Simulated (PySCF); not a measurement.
Se(GeH3)2, H6Ge2Se, SMILES [GeH3][Se][GeH3] at its PBE0/def2-SVP optimised geometry (Å):

```
9

Se    -1.3180     0.1607    -1.9802
Ge    -0.5007     1.1481     0.0000
H     -1.0392     2.5869     0.0000
H     -1.0149     0.3796     1.2314
H      1.0392     1.1481     0.0000
Ge    -0.3201    -1.9496    -1.6410
H     -0.7193    -2.7988    -2.8574
H      1.2112    -1.8087    -1.5602
H     -0.8470    -2.5869    -0.3419
```

Level of theory: PBE0/def2-TZVP (PySCF).

Map of the electron localisation function on the plane z = 1.2 Å:

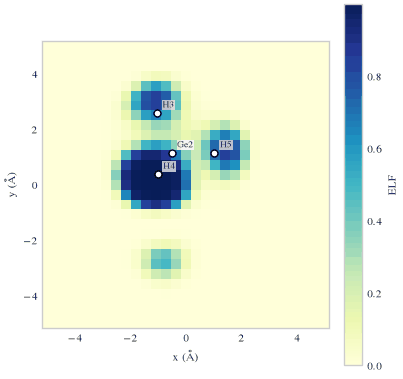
Figure. Electron localisation function on the plane z = 1.2 Å.
